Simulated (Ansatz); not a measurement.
# C3H7BO (SMILES CB1OC1C): r2SCAN/cc-pVDZ

Aim: the electronic atomisation energy of C3H7BO at r2SCAN/cc-pVDZ, from 5 runs. 

Program for the calculation: Ansatz 0.2.0.

34 further runs of the same task are left out: 34 set aside as unsound or not needed. Runs told in other sessions of the task aren't counted.

## 1. The molecule

C3H7BO has 12 atoms, charge 0, and is taken as a singlet. SMILES: `CB1OC1C`. The shape is that of a PBE0-D4/def2-TZVP optimisation.

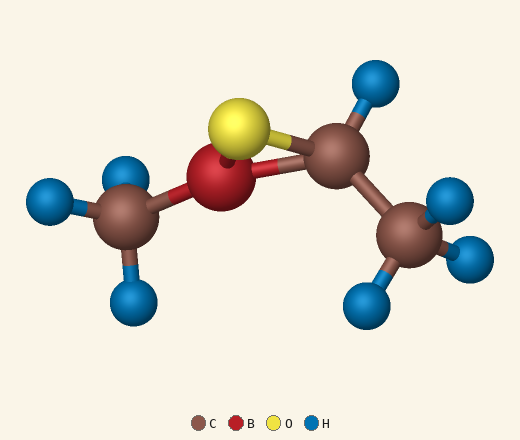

The structure, seen from a chosen angle (carbon brown, boron red, oxygen yellow, hydrogen blue).

## 2. A single-point energy at r2SCAN/cc-pVDZ

Input file run.yaml:

```yaml
crystal:
  periodic: [false, false, false]
  atoms:
    - {symbol: C, position_ang: [-2.115400, 0.231500, 0.008900]}
    - {symbol: B, position_ang: [-0.616500, 0.286000, 0.375000]}
    - {symbol: O, position_ang: [0.162400, 0.085400, 1.440000]}
    - {symbol: C, position_ang: [0.876400, 0.454200, 0.165400]}
    - {symbol: C, position_ang: [1.795500, -0.603000, -0.363000]}
    - {symbol: H, position_ang: [-2.747100, -0.028900, 0.860100]}
    - {symbol: H, position_ang: [-2.280800, -0.500400, -0.787600]}
    - {symbol: H, position_ang: [-2.443000, 1.195200, -0.392100]}
    - {symbol: H, position_ang: [1.330900, 1.439700, 0.259300]}
    - {symbol: H, position_ang: [1.297300, -1.571500, -0.440800]}
    - {symbol: H, position_ang: [2.679000, -0.722300, 0.271600]}
    - {symbol: H, position_ang: [2.137900, -0.321100, -1.362700]}
basis:
  gaussian:
    orbitals: cc-pVDZ
hamiltonian:
  xc: {name: r2SCAN}
accuracy: high
output: {orbitals: {seedname: orbitals}}
```

On the command line:

```sh
$ ansatz run run.yaml --threads 1 --pin off --max-ram 2610MiB --events-out events.jsonl --progress --plain --runs-dir runs
```

What it wrote:

```text
Warning: RAYON_NUM_THREADS=1 ignored (pool sized by the plan → 1); use --threads N
Functional definition: r2SCAN
  name "r2SCAN"
  parameter k0 = 0.174
  parameter k1 = 0.065
  parameter a1 = 4.9479
  exchange = r2scan_x(k0 = k0, k1 = k1, a1 = a1)
  correlation = r2scan_c
2543 factors; integrals over basis functions are off by at most 3.0e-9 eV
mean field evaluation 1: about -5935.6865 eV, gradient 6.5e1 eV
mean field evaluation 2: about -5929.7821 eV, gradient 8.1e1 eV
mean field evaluation 4: about -5945.5355 eV, gradient 4.3e0 eV
mean field evaluation 8: about -5945.5742 eV, gradient 4.2e-1 eV
mean field evaluation 16: about -5945.5746 eV, gradient 1.0e-4 eV
mean field -5945.57460966 eV, -218.4958368498 hartree, gradient 1.0e-8 eV, S^2 0.000000; 0 other end points of the search recorded, 0 dependent functions left out
reference -5945.57461048 eV, -218.4958368800 hartree; 19, 19 occupied and 86, 86 virtual orbitals, 2543 factors
Total energy: -5945.57461048 eV, -218.4958368800 hartree
```

Wall time 16 s (1 thread of Arm Neoverse V2, shared host); peak memory 0.38 GiB.

## 3. The B atom at the same level

Input file in.yaml:

```yaml
crystal:
  periodic: [false, false, false]
  atoms:
    - symbol: B
      position_ang: [0.000000, 0.000000, 0.000000]
basis:
  gaussian: {orbitals: cc-pVDZ}
accuracy: high
hamiltonian: {xc: r2scan}
magnetization: {spin_polarized: true, initial_magnetization: 1}
```

Run the same way, it converges to -24.63416 Eh (log not shown).

## 4. The C atom at the same level

Input file in.yaml:

```yaml
basis:
  gaussian:
    orbitals: cc-pVDZ
crystal:
  periodic: [false, false, false]
  atoms:
    - symbol: C
      position_ang: [0.000000, 0.000000, 0.000000]
magnetization:
  spin_polarized: true
  initial_magnetization: 2
hamiltonian:
  xc: r2scan
accuracy: high
```

Run the same way, it converges to -37.82627 Eh (log not shown).

## 5. The H atom, same level

Input file run.yaml:

```yaml
basis:
  gaussian:
    orbitals: cc-pVDZ
crystal:
  periodic: [false, false, false]
  atoms:
    - {symbol: H, position_ang: [0.000000, 0.000000, 0.000000]}
magnetization:
  spin_polarized: true
  initial_magnetization: 1
hamiltonian:
  xc: {name: r2SCAN}
accuracy: high
```

Run the same way, it converges to -0.49921 Eh (log not shown).

## 6. The O atom, same level

Input file run.yaml:

```yaml
crystal:
  periodic: [false, false, false]
  atoms:
    - {symbol: O, position_ang: [0.000000, 0.000000, 0.000000]}
basis:
  gaussian:
    orbitals: cc-pVDZ
magnetization:
  spin_polarized: true
  initial_magnetization: 2
accuracy: high
hamiltonian:
  xc: {name: r2SCAN}
```

Run the same way, it converges to -75.03225 Eh (log not shown).

## 7. Results

At r2SCAN/cc-pVDZ:

| quantity | value |
| --- | --- |
| molecule: total energy | -218.49584 Eh |
| molecule: HOMO energy | -6.20 eV |
| molecule: LUMO energy | -0.08 eV |
| molecule: HOMO–LUMO gap | 6.13 eV |
| B atom: total energy | -24.63416 Eh |
| B atom: ⟨S²⟩ | 0.756 |
| C atom: total energy | -37.82627 Eh |
| C atom: ⟨S²⟩ | 2.005 |
| H atom: total energy | -0.49921 Eh |
| H atom: ⟨S²⟩ | 0.750 |
| O atom: total energy | -75.03225 Eh |
| O atom: ⟨S²⟩ | 2.003 |
| electronic atomisation energy | 50.508 eV |

**Reading.** Taking the molecule apart into free atoms costs 50.51 eV (1165 kcal/mol), before zero-point energy and without spin-orbit coupling.
